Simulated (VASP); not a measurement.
Data:

```
Al2Pt
1.0
    0.00000     2.94071     2.94071
    2.94071     0.00000     2.94071
    2.94071     2.94071     0.00000
Al Pt
2 1
Direct
  0.25000   0.25000   0.25000
  0.75000   0.75000   0.75000
  0.00000   0.00000   0.00000
```

Method: PBE GGA with D3 dispersion (Becke-Johnson damping), VASP's PBE PAW potentials (set 64) (plane waves; VASP). Run with 520 eV cut-off, 10×10×10 Γ-centred mesh, tetrahedra with Blöchl corrections, potentials Al Pt.

Unless said otherwise, spin-orbit coupling is left out, though it shifts the bands of the heavy elements here.

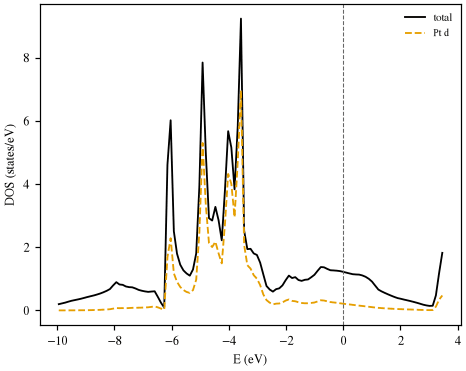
Total and projected density of states, zero at the Fermi level

Within 2 eV below the Fermi level the largest weight inside VASP's projection spheres is Pt d, then Pt p.

It has no gap at this level: it comes out as a metal or semimetal.

The compound is PtAl2 in the fluorite structure. It was relaxed first.
